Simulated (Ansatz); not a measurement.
# C2F4O (trifluoroacetyl fluoride) at 5 levels

Wanted: a comparison of 5 runs (HF/cc-pVDZ, PBE0/cc-pVDZ, r2SCAN/cc-pVDZ, wB97M-V/cc-pVDZ, B3LYP/6-31G*) of C2F4O (trifluoroacetyl fluoride). 

The results are computed with Ansatz 0.2.0.

51 further runs of the same task are left out: 51 set aside as unsound or not needed.

## 1. Starting point

C2F4O has 7 atoms, charge 0, and is taken as a singlet. As SMILES, `O=C(F)C(F)(F)F`. The C4–F7 distance was set to 1.714 Å, away from the relaxed value.

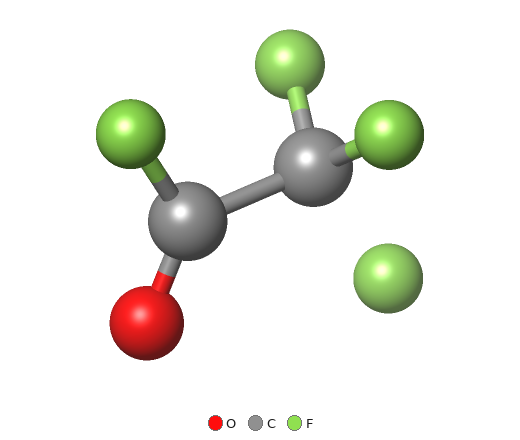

Viewed from a chosen angle; oxygen red, carbon grey, fluorine green.

## 2. A single-point energy at HF/cc-pVDZ (run 1)

Contents of job.yaml:

```yaml
crystal:
  periodic: [false, false, false]
  atoms:
    - {symbol: O, position_ang: [0.697396, -1.519693, 0.795152]}
    - {symbol: C, position_ang: [-0.274804, -0.921633, 0.529162]}
    - {symbol: F, position_ang: [-1.500624, -1.324533, 0.833872]}
    - {symbol: C, position_ang: [-0.345634, 0.428327, -0.212428]}
    - {symbol: F, position_ang: [-1.061664, 0.294747, -1.324728]}
    - {symbol: F, position_ang: [-0.928114, 1.338057, 0.562842]}
    - {symbol: F, position_ang: [1.230750, 0.963590, -0.619810]}
basis:
  gaussian:
    orbitals: cc-pVDZ
hamiltonian:
  xc: hf
accuracy: high
output: {orbitals: {seedname: orbitals}}
```

Run with:

```sh
$ ansatz run job.yaml --threads 1 --pin off --max-ram 3480MiB --events-out events.jsonl --progress --plain --runs-dir runs
```

The program printed:

```text
Warning: RAYON_NUM_THREADS=1 ignored (pool sized by the plan → 1); use --threads N
Functional definition: HF
  name "HF"
  exchange = exact_x
  correlation = 0
2153 factors; integrals over basis functions are off by at most 2.7e-9 eV
mean field evaluation 1: about -14911.0879 eV, gradient 6.3e1 eV
mean field evaluation 2: about -14911.7451 eV, gradient 6.5e1 eV
mean field evaluation 4: about -14919.9869 eV, gradient 4.9e0 eV
mean field evaluation 8: about -14920.1522 eV, gradient 8.6e-1 eV
mean field evaluation 16: about -14920.1560 eV, gradient 9.4e-9 eV
mean field -14920.15602122 eV, -548.3056205347 hartree, gradient 1.3e-8 eV, S^2 0.000000; 0 other end points of the search recorded, 0 dependent functions left out
reference -14920.15602122 eV, -548.3056205347 hartree; 28, 28 occupied and 70, 70 virtual orbitals, 2153 factors
Total energy: -14920.15602122 eV, -548.3056205347 hartree
```

Wall time 2.9 s (1 thread of Arm Neoverse V2, shared host); peak memory 0.31 GiB.

## 3. A single-point energy at PBE0/cc-pVDZ (run 2)

job.yaml, as its differences from that of step 2:

```diff
@@ -14,3 +14,3 @@
 hamiltonian:
-  xc: hf
+  xc: {name: PBE0}
 accuracy: high
```

Run with:

```sh
$ ansatz run job.yaml --threads 1 --pin off --max-ram 3480MiB --events-out events.jsonl --progress --plain --runs-dir runs
```

The program printed:

```text
Warning: RAYON_NUM_THREADS=1 ignored (pool sized by the plan → 1); use --threads N
Functional definition: PBE0
  name "PBE0"
  parameter a = 0.25
  parameter kappa = 0.804
  parameter beta = 0.06672455060314922
  exchange = (1 - a)*pbe_x(kappa = kappa, mu = beta*pi^2/3) + a*exact_x
  correlation = pbe_c(beta = beta)
2153 factors; integrals over basis functions are off by at most 2.7e-9 eV
mean field evaluation 1: about -14966.5867 eV, gradient 5.9e1 eV
mean field evaluation 2: about -14941.5367 eV, gradient 1.3e2 eV
mean field evaluation 4: about -14972.4535 eV, gradient 7.2e0 eV
mean field evaluation 8: about -14972.8050 eV, gradient 4.3e-1 eV
mean field evaluation 16: about -14972.8053 eV, gradient 1.4e-4 eV
mean field -14972.80528806 eV, -550.2404454044 hartree, gradient 6.7e-8 eV, S^2 0.000000; 0 other end points of the search recorded, 0 dependent functions left out
reference -14972.80528919 eV, -550.2404454457 hartree; 28, 28 occupied and 70, 70 virtual orbitals, 2153 factors
Total energy: -14972.80528919 eV, -550.2404454457 hartree
```

Wall time 7.2 s (1 thread of Arm Neoverse V2, shared host); peak memory 0.36 GiB.

Runs 3 to 4 aren't shown in full; the table further down has their settings and results.

## 4. A single-point energy at B3LYP/6-31G(d) (Cartesian functions) (run 5)

Contents of run.yaml:

```yaml
basis:
  gaussian:
    orbitals: "6-31G*"
crystal:
  periodic: [false, false, false]
  atoms:
    - {symbol: O, position_ang: [0.697396, -1.519693, 0.795152]}
    - {symbol: C, position_ang: [-0.274804, -0.921633, 0.529162]}
    - {symbol: F, position_ang: [-1.500624, -1.324533, 0.833872]}
    - {symbol: C, position_ang: [-0.345634, 0.428327, -0.212428]}
    - {symbol: F, position_ang: [-1.061664, 0.294747, -1.324728]}
    - {symbol: F, position_ang: [-0.928114, 1.338057, 0.562842]}
    - {symbol: F, position_ang: [1.230750, 0.963590, -0.619810]}
total_charge: 0
hamiltonian:
  xc: {name: B3LYP}
accuracy: high
output:
  orbitals: {seedname: orbitals}
```

Run with:

```sh
$ ansatz run run.yaml --threads 1 --pin off --max-ram 3480MiB --events-out events.jsonl --progress --plain --runs-dir runs
```

The program printed:

```text
Warning: RAYON_NUM_THREADS=1 ignored (pool sized by the plan → 1); use --threads N
Functional definition: B3LYP
  name "B3LYP"
  parameter a0 = 0.2
  parameter ax = 0.72
  parameter ac = 0.81
  exchange = (1 - a0 - ax)*slater_x + ax*b88_x + a0*exact_x
  correlation = (1 - ac)*vwn_rpa_c + ac*lyp_c
2248 factors; integrals over basis functions are off by at most 2.8e-9 eV
mean field evaluation 1: about -14978.9358 eV, gradient 6.6e1 eV
mean field evaluation 2: about -14942.4600 eV, gradient 1.6e2 eV
mean field evaluation 4: about -14985.9666 eV, gradient 1.0e1 eV
mean field evaluation 8: about -14986.1912 eV, gradient 5.9e-1 eV
mean field evaluation 16: about -14986.1919 eV, gradient 3.7e-5 eV
mean field -14986.19188433 eV, -550.7323937435 hartree, gradient 2.8e-8 eV, S^2 0.000000; 0 other end points of the search recorded, 0 dependent functions left out
reference -14986.19190703 eV, -550.7323945778 hartree; 28, 28 occupied and 77, 77 virtual orbitals, 2248 factors
Total energy: -14986.19190703 eV, -550.7323945778 hartree
```

Run time: 8.4 s. Hardware: 1 thread of Arm Neoverse V2, shared host; peak memory 0.39 GiB.

## 5. Overview of the runs

```tsv
run	level	Cartesian functions	energy (Eh)	HOMO energy (eV)	LUMO energy (eV)	HOMO–LUMO gap (eV)	wall time
1	HF/cc-pVDZ	no	-548.305621	-14.91	2.49	17.41	2.9 s
2	PBE0/cc-pVDZ	no	-550.240445	-10.04	-1.83	8.21	7.2 s
3	r2SCAN/cc-pVDZ	no	-550.550559	-8.63	-2.78	5.85	11 s
4	wB97M-V/cc-pVDZ	no	-550.652748	-12.44	0.65	13.09	70 s
5	B3LYP/6-31G* (Cartesian functions)	yes	-550.732395	-9.62	-1.96	7.65	8.4 s
```

## 6. Outcome

| quantity | value |
| --- | --- |
| run 5: total energy | -550.73239 Eh |
| run 5: HOMO energy | -9.62 eV |
| run 5: LUMO energy | -1.96 eV |
| run 5: HOMO–LUMO gap | 7.65 eV |

In words: The HOMO–LUMO gap runs from 5.85 eV (r2SCAN/cc-pVDZ) to 17.41 eV (HF/cc-pVDZ). Exact exchange widens orbital gaps. Totals of different functionals can't be ranked against each other. All runs together took 100 s, the longest 70 s.
